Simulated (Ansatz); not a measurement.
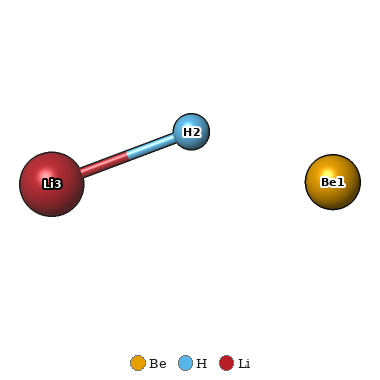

The system is Be + HLi; the picture shows the reference structure. 
- The first coordinate is: distance Be1–H2; the second: distance H2–Li3.
- Nothing is relaxed (the angle Be1–H2–Li3 is fixed at 140 degrees).
- Grid: 17 × 17 points.
- Energies are in eV, from the lowest grid point.
- The reference is spin-restricted, so regions where a bond is pulled apart into radicals lie too high.
- Method: RHF/aug-cc-pVTZ (Ansatz).

Its coordinates:

```xyz
3

Be   -1.6870    0.0000    0.0000
H     0.0000    0.0000    0.0000
Li    1.2778    1.0722    0.0000
```

Range: distance Be1–H2 from 1.016 to 3.416 Å; distance H2–Li3 from 1.272 to 3.672 Å.

### Predict the map.

The lowest grid point is at distance Be1–H2 = 1.687 Å, distance H2–Li3 = 1.668 Å. The energy also falls towards the edge at distance Be1–H2 = 3.416 Å, distance H2–Li3 = 1.668 Å (0.05 eV above the lowest), where a further well may lie outside the range. The highest grid point, distance Be1–H2 = 1.016 Å, distance H2–Li3 = 3.672 Å, lies 3.17 eV above the lowest.

```
distance H2–Li3 ↓, distance Be1–H2 →  1.016  1.177  1.412  1.687  1.991  2.319  2.667  3.034  3.416
                               3.672   3.17   2.04   1.61   1.82   2.21   2.49   2.65   2.72   2.75
                               3.290   3.06   1.90   1.42   1.57   1.88   2.11   2.23   2.28   2.31
                               2.923   2.92   1.73   1.19   1.27   1.50   1.67   1.75   1.79   1.81
                               2.575   2.78   1.53   0.93   0.92   1.07   1.19   1.24   1.27   1.28
                               2.247   2.42   1.28   0.62   0.54   0.63   0.70   0.73   0.74   0.75
                               1.943   2.08   0.95   0.32   0.20   0.24   0.28   0.30   0.30   0.30
                               1.668   1.83   0.70   0.12   0.00   0.03   0.06   0.06   0.06   0.05
                               1.433   1.86   0.73   0.19   0.11   0.16   0.18   0.18   0.17   0.17
                               1.272   2.20   1.07   0.56   0.52   0.59   0.62   0.62   0.61   0.61
```

The table holds every second grid line.

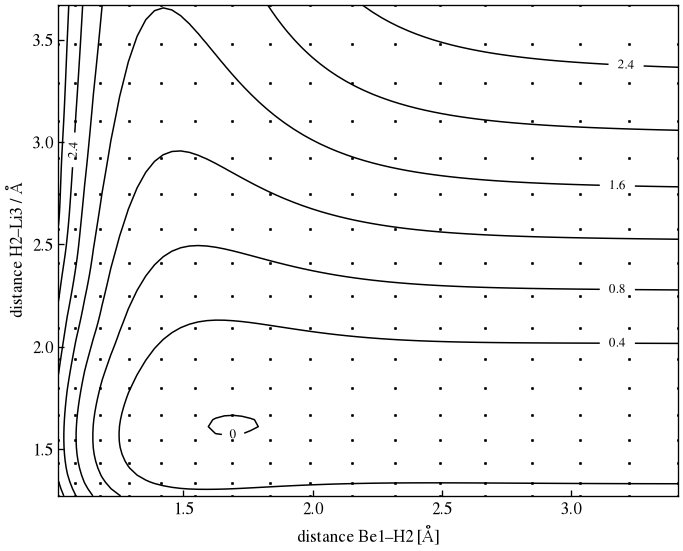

The picture shows contour lines labelled in eV, dots at the grid points. Between grid points the surface is interpolated.

Each point was launched as `ansatz run input.yaml --threads 1 --pin off --max-ram 2560MiB --backend cpu --events-out ev --progress --plain --runs-dir out`. Time for the 289 points that were run: 3.1 min on 1 thread of Intel(R) Xeon(R) Platinum 8375C CPU @ 2.90GHz (Ice Lake), with other jobs on the host.
